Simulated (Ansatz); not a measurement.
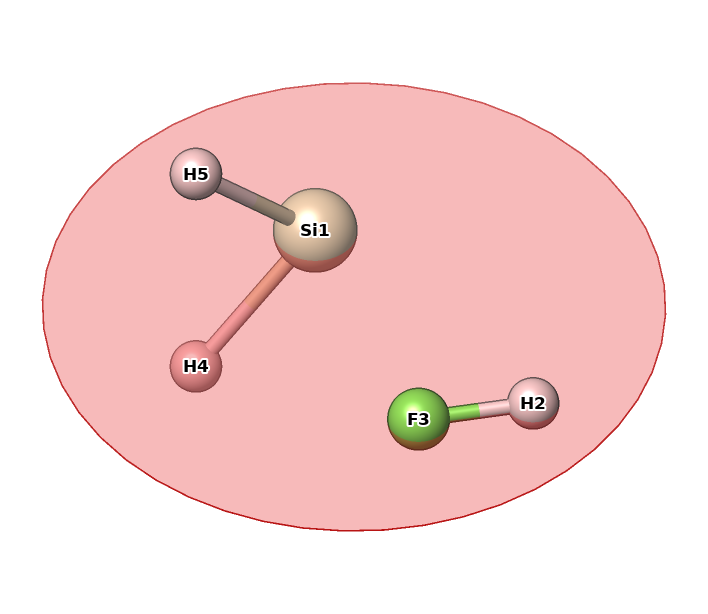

A disc through the centre of mass is drawn in. Distant atoms are faded towards the background colour. The computed structure is the end point of a PBE0-D4/def2-TZVP optimisation.

Q: Is the plane of the disc a mirror plane of the structure?

A: Yes. The reflection leaves Si1, H2, F3 in place and moves H4 ↔ H5. The point group is Cs.
